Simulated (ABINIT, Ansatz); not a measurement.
# A GW chain in ABINIT: WSe2 (P6_3/mmc), part 2 of 2

Aim: the G0W0 gap of WSe2 (P6_3/mmc) on PBE, step by step.

ABINIT 10.8.3; PBE and many-body steps on it, plane waves. Known limits of the many-body steps: not at the basis limit; no spin-orbit coupling; coarse k mesh.

So far. Step 2 (Ground state): The gap is indirect, with the least direct gap 0.55 eV higher. Step 3 (Empty states on the mesh, 6×6×1 mesh, 466 bands): On this mesh the gap is 0.978 eV.

The database entry behind the starting cell differs from later determinations by our own check (a about 0.2 % long), so it need not match the best structure at ambient conditions.

### Step 4. Screening, 6×6×1 mesh, 424 bands, screening to 217.7 eV

The RPA dielectric matrix is built and inverted for each q.

This step: RPA screening on PBE, plane waves, norm-conserving pseudopotentials.

run.abi reads:

```
acell 3*1.0 Angstrom
rprim 
  3.290000000028 -0.000000000007 0.000000000000
  -1.645000000008 2.849223578479 0.000000000000
  0.000000000000 0.000000000000 12.970000000000
ntypat 2
znucl 74 34
natom 6
typat 1 1 2 2 2 2
xred 
  0.333333333333 0.666666666667 0.250000000000
  0.666666666667 0.333333333333 0.750000000000
  0.333333333333 0.666666666667 0.621000000000
  0.666666666667 0.333333333333 0.121000000000
  0.333333333333 0.666666666667 0.879000000000
  0.666666666667 0.333333333333 0.379000000000
pp_dirpath "pseudos"
pseudos "W.upf, Se.upf"
ecut 58
ngkpt 6 6 1
nshiftk 1
shiftk 0 0 0
kptopt 1
chksymbreak 0
istwfk *1
occopt 1
irdwfk 1
optdriver 3
nband 424
ecuteps 8
inclvkb 2
awtr 1
symchi 1
indata_prefix "in"
outdata_prefix "out"
tmpdata_prefix "tmp"
```

Started as:

```bash
OMP_NUM_THREADS=1 mpirun -n 16 abinit run.abi > log
```

Numbers of over 12 decimals in the logs are rounded to 6 here.

Output:

```text
.Version 10.8.3 of ABINIT. v10.8.2 released Aug 2026.

 Symmetries : space group P6_3/m m c (#194); Bravais hP (primitive hexag.)
[... echo of the input left out ...]
== DATASET  1 ==================================================================
-   mpi_nproc: 16, omp_nthreads: 1 (-1 if OMP is not activated)

--- !DatasetInfo
iteration_state: {dtset: 1, }
dimensions: {natom: 6, nkpt: 7, mband: 424, nsppol: 1, nspinor: 1, nspden: 1, mpw: 17365, }
cutoff_energies: {ecut:  58.0, pawecutdg:  -1.0, }
electrons: {nelect:   1.24000000E+02, charge:   0.00000000E+00, occopt:   1.00000000E+00, tsmear:   1.00000000E-02, }

 SCREENING: Calculation of the susceptibility and dielectric matrices

 Based on a program developped by R.W. Godby, V. Olevano, G. Onida, and L. Reining.
 Incorporated in ABINIT by V. Olevano, G.-M. Rignanese, and M. Torrent.
.Using double precision arithmetic ; gwpc =  8

[... cell and pseudopotentials left out ...]
--------------------------------------------------------------------------------

 ==== K-mesh for the wavefunctions ====
 Number of points in the irreducible wedge :     7
[... list of points left out ...]
 Together with 24 symmetry operations and time-reversal symmetry
 yields    36 points in the full Brillouin Zone.

 ==== Q-mesh for the screening function ====
 Number of points in the irreducible wedge :     7
[... list of points left out ...]
 Together with 24 symmetry operations and time-reversal symmetry
 yields    36 points in the full Brillouin Zone.

 setmesh: FFT mesh size selected  =    25x   25x  120
          total number of points  =        75000

 vcoul_init : cutoff-mode = AUXILIARY_FUNCTION
 q-points for optical limit:   1
     1)      0.000010    0.000020    0.000030

- screening: taking advantage of time-reversal symmetry
- Maximum band index for partially occupied states nbvw = 62
- Remaining bands to be divided among processors   nbcw = 362
- Number of bands treated by each node ~22

 Number of electrons calculated from density =  124.0000; Expected =  124.0000
 average of density, n =  0.151134
 r_s =    1.1646
 omega_plasma =   37.5005 [eV]

 calculating chi0 at frequencies [eV] :
  1    0.000000E+00    0.000000E+00
  2    0.000000E+00    3.750049E+01

--------------------------------------------------------------------------------
  q-point number  1        q = ( 0.000000, 0.000000, 0.000000) [r.l.u.]
--------------------------------------------------------------------------------
[... chi0 elements left out ...]
 For q-point:  0.000010 0.000020 0.000030
  dielectric constant =  14.9147
  dielectric constant without local fields =  16.6077

  Average fulfillment of the sum rule on Im[epsilon] for q-point    1 :     58.66  [%]
[... wings left out ...]
  q-point number  2        q = ( 0.166667, 0.000000, 0.000000) [r.l.u.]
--------------------------------------------------------------------------------
[... chi0 elements left out ...]
  Average fulfillment of the sum rule on Im[epsilon] for q-point    2 :     59.73  [%]

 [... 5 further q-points ...]
```

Wall time 13 min (16 MPI ranks of Arm Neoverse V2, shared host); peak memory 19 GiB.

Numbers from this step:

```
ε∞ with local fields, on this mesh, along the program's q direction : 14.91
the same without local fields                                       : 16.61
plasma frequency                                                    : 37.50 eV
plane waves in the screening matrix                                 : 835
```

Local fields lower ε∞ by 10 %. On a Γ-centred mesh this coarse the value itself is usually too large, while a short band sum pulls it down.

### Step 5. Self-energy, 6×6×1 mesh, 424 bands, screening to 217.7 eV

The self-energy is evaluated for the states that the input lists, and the levels follow from it, in one-shot runs by the linearised quasiparticle equation.

This step: G0W0 on PBE, plane waves, norm-conserving pseudopotentials.

Changes to run.abi since step 4:

```diff
@@ -27,8 +27,19 @@
 irdwfk 1
-optdriver 3
+optdriver 4
 nband 424
+gwcalctyp 0
+ecutsigx 58
+symsigma 1
+nkptgw 3
+kptgw 
+  0.0000000000 0.0000000000 0.0000000000
+  0.1666666667 0.1666666667 0.0000000000
+  0.3333333333 0.3333333333 0.0000000000
+bdgw 
+  61 64
+  61 64
+  61 64
 ecuteps 8
-inclvkb 2
-awtr 1
-symchi 1
+irdscr 1
+ppmodel 1
 indata_prefix "in"
```

Output:

```text
.Version 10.8.3 of ABINIT. v10.8.2 released Aug 2026.

 Symmetries : space group P6_3/m m c (#194); Bravais hP (primitive hexag.)
[... echo of the input left out ...]
== DATASET  1 ==================================================================
-   mpi_nproc: 16, omp_nthreads: 1 (-1 if OMP is not activated)

--- !DatasetInfo
iteration_state: {dtset: 1, }
dimensions: {natom: 6, nkpt: 7, mband: 424, nsppol: 1, nspinor: 1, nspden: 1, mpw: 17365, }
cutoff_energies: {ecut:  58.0, pawecutdg:  -1.0, }
electrons: {nelect:   1.24000000E+02, charge:   0.00000000E+00, occopt:   1.00000000E+00, tsmear:   1.00000000E-02, }

 SIGMA: Calculation of the GW corrections

 Based on a program developped by R.W. Godby, V. Olevano, G. Onida, and L. Reining.
 Incorporated in ABINIT by V. Olevano, G.-M. Rignanese, and M. Torrent.
.Using double precision arithmetic ; gwpc =  8

[... cell and pseudopotentials left out ...]
--------------------------------------------------------------------------------

 ==== K-mesh for the wavefunctions ====
 Number of points in the irreducible wedge :     7
[... list of points left out ...]
 Together with 24 symmetry operations and time-reversal symmetry
 yields    36 points in the full Brillouin Zone.

 ==== Q-mesh for screening function ====
 Number of points in the irreducible wedge :     7
[... list of points left out ...]
 Together with 24 symmetry operations and time-reversal symmetry
 yields    36 points in the full Brillouin Zone.

 vcoul_init : cutoff-mode = AUXILIARY_FUNCTION
 q-points for optical limit:   1
     1)      0.000010    0.000020    0.000030
 setmesh: FFT mesh size selected  =    40x   40x  180
          total number of points  =       288000

 Number of electrons calculated from density =  124.0000; Expected =  124.0000
 average of density, n =  0.151134
 r_s =    1.1646
 omega_plasma =   37.5005 [eV]

 === KS Band Gaps ===
  >>>> For spin  1
   Minimum direct gap =   1.5238 [eV], located at k-point      :   0.3333  0.3333  0.0000
   Fundamental gap    =   0.9782 [eV], Top of valence bands at :   0.0000  0.0000  0.0000
                                       Bottom of conduction at :   0.1667  0.1667  0.0000
 SIGMA fundamental parameters:
 PLASMON POLE MODEL  1
 number of plane-waves for SigmaX                17365
 number of plane-waves for SigmaC and W            835
 number of plane-waves for wavefunctions         17365
 number of bands                                   424
 number of independent spin polarizations            1
 number of spinorial components                      1
 number of k-points in IBZ                           7
 number of q-points in IBZ                           7
 number of symmetry operations                      24
 number of k-points in BZ                           36
 number of q-points in BZ                           36
 number of frequencies for dSigma/dE                 9
 frequency step for dSigma/dE [eV]                0.25
 number of omega for Sigma on real axis              0
 max omega for Sigma on real axis  [eV]           0.00
 zcut for avoiding poles [eV]                     0.10

 EPSILON^-1 parameters (SCR file):
 dimension of the eps^-1 matrix on file            835
 dimension of the eps^-1 matrix used               835
 number of plane-waves for wavefunctions         17365
 number of bands                                   424
 number of q-points in IBZ                           7
 number of frequencies                               2
 number of real frequencies                          1
 number of imag frequencies                          1

 matrix elements of self-energy operator (all in [eV])

 Perturbative Calculation

--- !SelfEnergy_ee
iteration_state: {dtset: 1, }
kpoint     : [   0.000,    0.000,    0.000, ]
spin       : 1
KS_gap     :    2.641
QP_gap     :    3.064
Delta_QP_KS:    0.423
data: !SigmaeeData |
     Band     E0 <VxcDFT>   SigX SigC(E0)      Z dSigC/dE  Sig(E)    E-E0       E
       61   8.758 -14.840 -17.168   1.627   0.805  -0.243 -15.403  -0.564   8.194
       62   9.827 -16.072 -16.480   0.248   0.794  -0.259 -16.199  -0.127   9.701
       63  12.468 -15.988 -11.529  -4.088   0.801  -0.249 -15.691   0.297  12.765
       64  12.468 -15.988 -11.529  -4.088   0.801  -0.249 -15.691   0.297  12.765

--- !SelfEnergy_ee
iteration_state: {dtset: 1, }
kpoint     : [   0.167,    0.167,    0.000, ]
spin       : 1
KS_gap     :    2.075
QP_gap     :    2.430
Delta_QP_KS:    0.354
data: !SigmaeeData |
     Band     E0 <VxcDFT>   SigX SigC(E0)      Z dSigC/dE  Sig(E)    E-E0       E
       61   8.691 -15.483 -16.597   0.879   0.791  -0.264 -15.668  -0.186   8.505
       62   8.730 -15.625 -16.786   0.906   0.793  -0.262 -15.827  -0.202   8.528
       63  10.806 -14.521 -10.567  -3.764   0.803  -0.246 -14.369   0.152  10.958
       64  11.691 -15.712 -11.247  -4.120   0.796  -0.256 -15.437   0.275  11.966

--- !SelfEnergy_ee
iteration_state: {dtset: 1, }
kpoint     : [   0.333,    0.333,    0.000, ]
spin       : 1
KS_gap     :    1.524
QP_gap     :    1.997
Delta_QP_KS:    0.473
data: !SigmaeeData |
     Band     E0 <VxcDFT>   SigX SigC(E0)      Z dSigC/dE  Sig(E)    E-E0       E
       61   9.388 -14.917 -15.397   0.243   0.796  -0.257 -15.105  -0.188   9.199
       62   9.634 -15.560 -15.904   0.167   0.795  -0.259 -15.700  -0.141   9.493
       63  11.158 -16.264 -11.891  -3.953   0.792  -0.263 -15.931   0.333  11.490
       64  11.158 -16.264 -11.891  -3.953   0.792  -0.263 -15.931   0.333  11.490

== END DATASET(S) ==============================================================
================================================================================

 -outvars: echo values of variables after computation  --------
           etotal      0.0000000000E+00
            nband         424
             nkpt           7
          spgroup         194
 [... the other variables as echoed above ...]

 Calculation completed.
```

Run time: 2.1 min. Hardware: 16 MPI ranks; peak memory 12 GiB.

This step gave:

| Property | Result |
| --- | --- |
| G0W0 gap on the points computed | 1.257 eV |
| starting gap on the mesh | 0.9782 eV |
| k of the valence top | 0, 0, 0 |
| k of the conduction bottom | 0.1667, 0.1667, 0 |
| Z at the valence top | 0.794 |
| Z at the conduction bottom | 0.803 |
| least direct G0W0 gap on the computed points | 1.997 eV |

The gap on the mesh goes from 0.98 eV to 1.26 eV, a correction of +0.28 eV.

Limits: finite bands, cutoff and mesh; no spin-orbit coupling; coarse k mesh. v1 is the top filled band, c1 the lowest empty one. Levels before and after the correction, in eV, zero at the valence-band top of each column:

```
           conduction bottom  valence top
Kohn-Sham               0.98         0.00
     G0W0               1.26         0.00
```

```
                        level  energy (eV)
Kohn-Sham                Γ v2       -1.070
Kohn-Sham                Γ v1        0.000
Kohn-Sham             Γ c1-c2        2.641
Kohn-Sham  (0.167 0.167 0) v2       -1.137
Kohn-Sham  (0.167 0.167 0) v1       -1.097
Kohn-Sham  (0.167 0.167 0) c1        0.978
Kohn-Sham  (0.167 0.167 0) c2        1.863
     G0W0                Γ v2       -1.507
     G0W0                Γ v1        0.000
     G0W0             Γ c1-c2        3.064
     G0W0  (0.167 0.167 0) v2       -1.196
     G0W0  (0.167 0.167 0) v1       -1.173
     G0W0  (0.167 0.167 0) c1        1.257
     G0W0  (0.167 0.167 0) c2        2.265
```

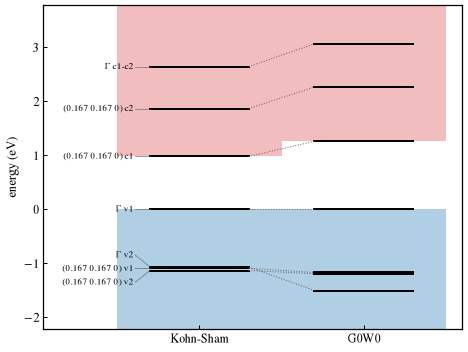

Levels before and after the correction. Shaded: valence and conduction bands.

### Step 6. Where the time went

Times are wall times on the hardware named with each run, good to a factor of about two.

```csv
step,time,share,memory (GiB)
ground state,82 s,6 %,2.4
empty states on the mesh,7.2 min,31 %,1.8
screening,13 min,55 %,19
self-energy,2.1 min,9 %,12
```

### Step 7. Outcome

| Property | Result |
| --- | --- |
| PBE gap | 0.98 eV, indirect |
| G0W0 gap on the mesh | 1.26 eV |
| GW settings | 6×6×1 mesh, 424 bands, screening to 217.7 eV, Godby-Needs plasmon pole |
| known limits | not at the basis limit; no spin-orbit coupling; coarse k mesh |

What this shows: G0W0 moves the gap on the mesh from 0.98 eV to 1.26 eV (+0.28 eV), with Z of 0.79 and 0.80 at the edges. Local fields lower the RPA ε∞ on this mesh from 16.61 to 14.91; a Γ-centred mesh this coarse tends to raise both, most where the direct gap is narrow, while a short band sum lowers them. Only 3 of the mesh's irreducible points were corrected, so a valley elsewhere could overtake. The dearest step here is «screening». Bands and cutoff are finite, so the gap is not at the basis limit. The miss can reach some tenths of an eV and take either sign; the mesh is an error of its own. In the G0W0 run levels were corrected at 3 k points alone, so a gap called «on the mesh» is the least over those, and an edge elsewhere would be missed. The 6×6×1 mesh is coarse for this cell, which bears on the long-range parts of exchange and screening. The many-body steps are scalar-relativistic: spin-orbit coupling is not in them.

[Paths, hosts, dates, memory and timing lines, banners, echoed tables and standing remarks are left out of the program output.]

[Logs are printed without paths, hosts, clocks, repeated set-up lines and the standing remarks that a program may print on its own settings, such as how far it seeks lower states.]

[Runs of the session that timed out or met a known fault of the program may be left out.]

[Hosts, paths, dates, database ids (printed as entryN), source tags and the programs' standing remarks are cut or masked in the printed files.]

[G0W0 gaps are taken among the corrected bands and points alone; a level outside them can change the order at an edge.]

[Where Ansatz stands beside ABINIT at settings called matched, ABINIT's density can come from a denser mesh and the files from another edition; pairs whose starting gaps differed by over 0.03 eV were left out, so agreement reads better than it is.]
